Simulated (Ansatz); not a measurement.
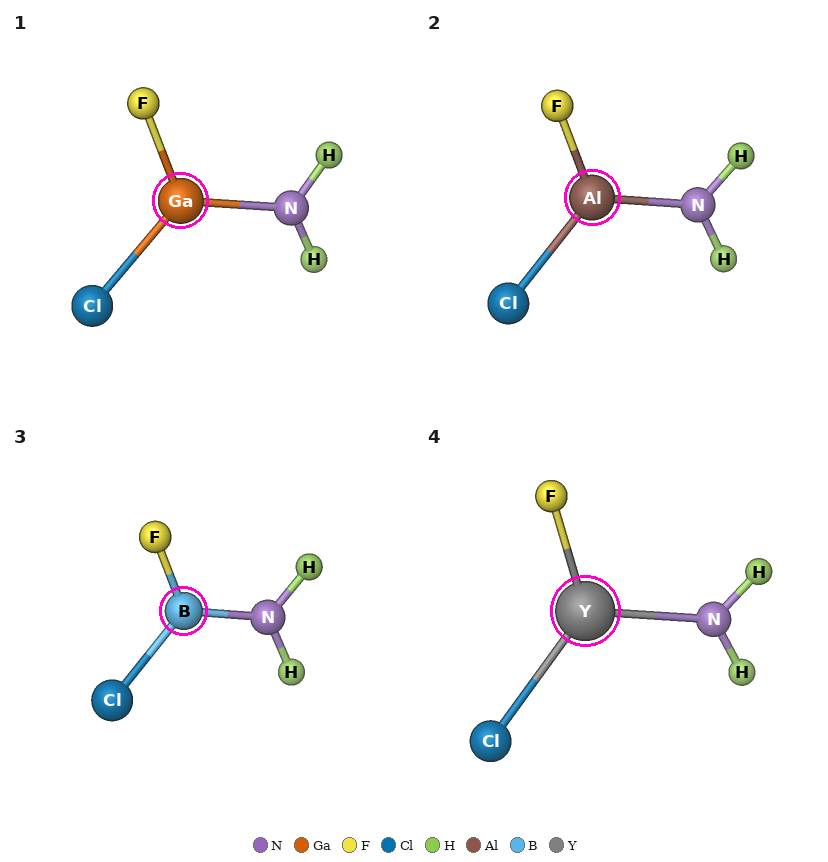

4 molecules with one skeleton, seen from the same side and at one scale; the atom that differs is circled. Each species is neutral and a spin singlet. Computed geometries: PBE0-D4/def2-TZVP optimisations, one conformation each. Properties computed with Ansatz 0.2.0. Elements past Kr carry core potentials.

One atom differs, called X below: Ga in panel 1, Al in panel 2, B in panel 3, Y in panel 4. Their formulas are ClFGaH2N (`[NH2][Ga]([F])[Cl]`), AlClFH2N (`[NH2][Al]([F])[Cl]`), BClFH2N (`NB(F)Cl`), ClFH2NY (`[NH2][Y]([F])[Cl]`).

### Rank them by the dipole moment, lowest first (B3LYP-D4/def2-TZVPP).

2 (Al), 4 (Y), 3 (B), 1 (Ga).

### Rank them by the HOMO–LUMO gap, lowest first (ωB97M-V/def2-SVP).

4 (Y), 1 (Ga), 2 (Al), 3 (B).

Give the values. With PBE0-D4/def2-TZVP: length of X–Cl (Å), length of X–F (Å), length of X–N (Å), angle F–X–Cl (°). With ωB97M-V/def2-SVP: HOMO energy (Kohn–Sham orbital) (eV), HOMO–LUMO gap (eV). With B3LYP-D4/def2-TZVPP: dipole moment (D).

```json
{"quantity": "length of X–Cl (Å)", "1 (Ga)": "2.117", "2 (Al)": "2.079", "3 (B)": "1.766", "4 (Y)": "2.482"}
{"quantity": "length of X–F (Å)", "1 (Ga)": "1.743", "2 (Al)": "1.641", "3 (B)": "1.328", "4 (Y)": "1.991"}
{"quantity": "length of X–N (Å)", "1 (Ga)": "1.790", "2 (Al)": "1.746", "3 (B)": "1.388", "4 (Y)": "2.117"}
{"quantity": "angle F–X–Cl (°)", "1 (Ga)": "116.9", "2 (Al)": "119.0", "3 (B)": "118.2", "4 (Y)": "125.6"}
{"quantity": "HOMO energy (Kohn–Sham orbital) (eV)", "1 (Ga)": "−10.33", "2 (Al)": "−10.18", "3 (B)": "−10.65", "4 (Y)": "−9.64"}
{"quantity": "HOMO–LUMO gap (eV)", "1 (Ga)": "11.40", "2 (Al)": "11.46", "3 (B)": "13.90", "4 (Y)": "9.05"}
{"quantity": "dipole moment (D)", "1 (Ga)": "2.93", "2 (Al)": "2.44", "3 (B)": "2.79", "4 (Y)": "2.56"}
```
